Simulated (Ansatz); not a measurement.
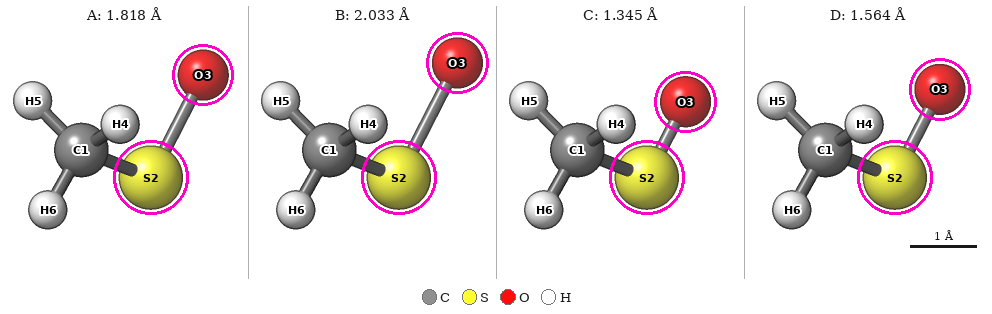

CH3OS (charge −1): the S2–O3 distance is varied, with the rest of the molecule carried along rigidly. Style: ball-and-stick. Shown from a free direction. The ringed atoms are those of the scanned coordinate.

Computed with Ansatz: CCSD(T), basis def2-TZVPPD, on geometries moved rigidly from the minimum at PBE0-D4/def2-TZVPD. Coupled cluster with a frozen core. Energies are counted from the PBE0-D4/def2-TZVPD minimum geometry at the same level.

### Rank the frames from lowest to highest energy.

Lowest first: D (the distance 1.564 Å, 0.0 kJ/mol), A (the distance 1.818 Å, 49.3 kJ/mol), B (the distance 2.033 Å, 124.8 kJ/mol), C (the distance 1.345 Å, 141.2 kJ/mol). Over the whole scan: of the computed points the lowest is at the distance 1.564 Å, 0.0 kJ/mol. The curvature at the lowest point is about 35 eV/Å² (5.7 mdyn/Å). The well is steeper on the short side, as for any bond. At 1.923 Å to 2.033 Å the mean-field solution behind CCSD(T) isn't stable (a lower one of broken symmetry exists), so those energies are less reliable. The T1 diagnostic reaches 0.030, so the single-reference result is less sure there.
